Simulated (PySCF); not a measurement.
**YB (quintet): density, localisation and related maps**

```csv
atom,x (Å),y (Å),z (Å)
Y,0.0000,0.0000,-0.2444
B,0.0000,0.0000,1.9736
```

Core potentials replace the inner electrons of Y.

The calculation used PySCF, PBE0/def2-TZVPP, non-relativistic Hamiltonian with scalar-relativistic core potentials where named, at a bond length of 2.218 Å.

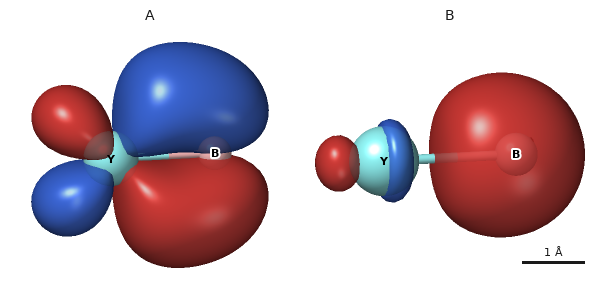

Figure 1. Two frontier β-spin orbitals, each drawn at the value that holds 80 % of its norm (red and blue are the two phases), in no order; of a degenerate pair one member is drawn.

### Label each orbital by symmetry, say whether it is occupied, and order them by energy.

Orbital B: σ, occupied in this spin, −7.93 eV; mainly on B (75 %).
Orbital A: π, empty in this spin, −1.45 eV; bonding, with no node between the atoms.

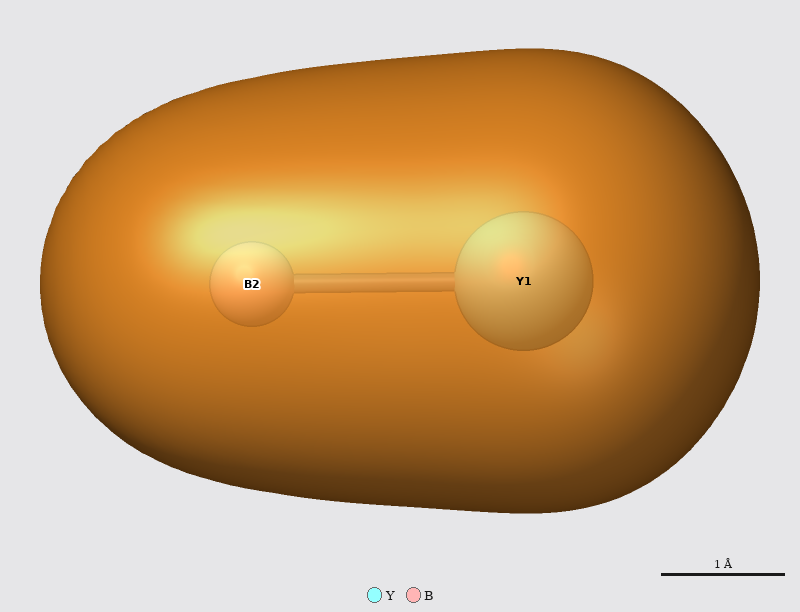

Figure 2. Isosurfaces of the spin density (α minus β) at +0.02 (orange) and −0.02 e/Å³ (purple), seen from one side.

### Describe the spin distribution.

The unpaired spin (4 electrons) lies mostly on Y1 (about 2.2) and B2 (about 1.8), in electrons by Hirshfeld's partition. Only one sign reaches the isovalue.

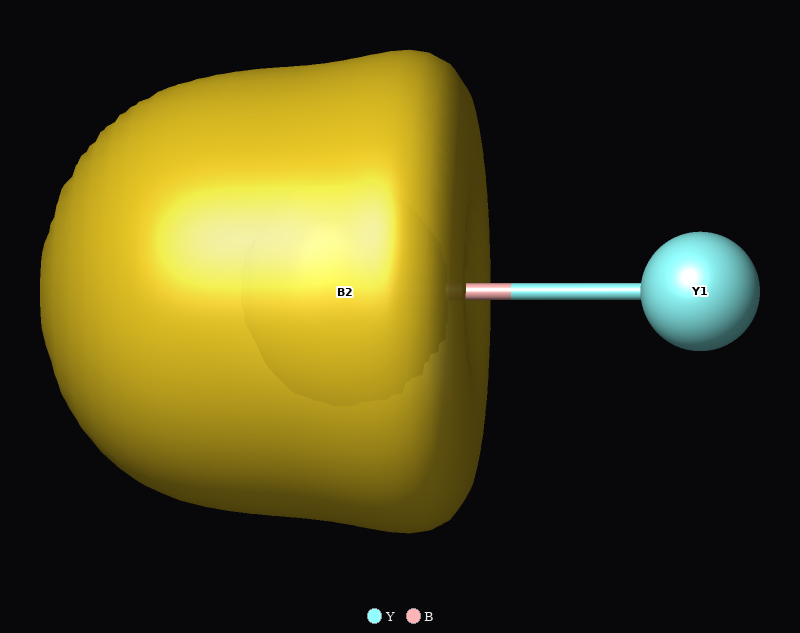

Figure 3. Isosurface of the ELF at 0.75 (yellow), seen from one side. Core shells and regions of very low density are left out.

### Where are the electrons localised?

The ELF exceeds this value in one ring or bowl of non-bonding electrons around B. Profiles from the grid: Y–B (2.22 Å): the ELF peaks at about 0.80 in the valence shell of B, 0.8 Å from its nucleus, and is about 0.45 at the midpoint.

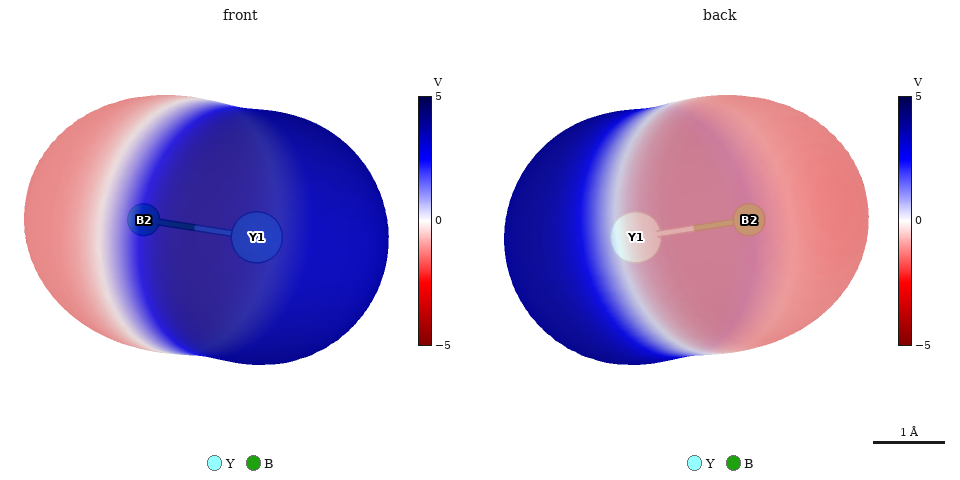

Figure 4. The molecular electrostatic potential painted on the density surface at 0.004 e/bohr³, seen from the front and from behind; the colour scale runs from red (negative) to blue (positive).

### Where is the surface potential most negative and most positive?

The most negative region (about −1.2 V) lies over B2, the most positive (about +3.9 V) over Y1.
